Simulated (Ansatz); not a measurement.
PbS (rock salt), frozen-phonon scan

PbS (rock salt)

```yaml
crystal:
  lattice:
    - [0.00000, 6.00891, 6.00891]
    - [3.00445, 3.00445, 6.00891]
    - [3.00445, 3.00445, 0.00000]
  atoms:
    - { symbol: S, position: [0.00000, 0.00000, 0.00000] }
    - { symbol: S, position: [0.50000, 0.00000, 0.00000] }
    - { symbol: Pb, position: [0.00000, 0.50000, 0.50000] }
    - { symbol: Pb, position: [0.50000, 0.50000, 0.50000] }
```

The atoms are displaced by Q × the pattern below (from a DFPT mode at X = (0.5, 0.5, 0.0), largest move 1; Q in Å), at fixed cell. (q is in reciprocal vectors of the primitive cell; the cell shown is doubled to hold the pattern.)

```
atom      x      y       z
----  -----  -----  ------
S1    0.000  0.000   0.670
S2    0.000  0.000  -0.670
Pb3   0.000  0.000  -1.000
Pb4   0.000  0.000   1.000
```

All values below come from PBE (plane waves to 420 eV, PAW, scalar-relativistic; Ansatz, a quantum-chemistry and plane-wave program). k mesh 10×10×10 (Γ-centred), Fermi-Dirac smearing 0.05 eV. The energy includes the smearing's −TS. PbS was relaxed with its symmetry unable to fall. Spin-orbit coupling is left out, though Pb is heavy. The zero of ΔE is the undisplaced structure.

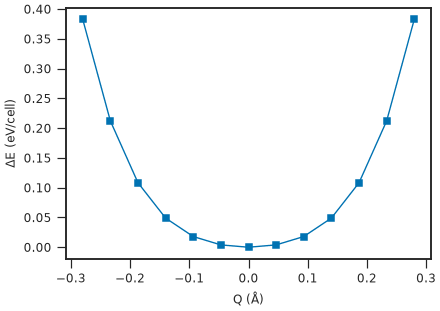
*ΔE (eV/cell) against Q (Å); one marker a computed point.*

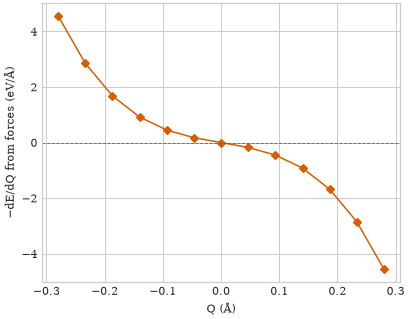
Fig. 1. −dE/dQ from forces (eV/Å) against Q (Å); computed points joined by lines.

The energy at Q = 0.280 Å is 383 meV/cell. Wavenumber by perturbation theory (DFPT, on another k mesh): 46 cm⁻¹. Shape of the curve: a single well with its minimum at or next to zero displacement. Harmonic wavenumber from the curvature (finite differences): 46 cm⁻¹. Symmetry of the curve: even: the same for both signs.

E″ = 3.43 eV/Å², M = Σ mᵢ|uᵢ|² = 443.1 u, ν̃ = 521.5·√(|E″|/M).

(For displaced atoms, the force is minus the slope of the energy, and its curvature is a force constant, which sets phonon frequencies.)
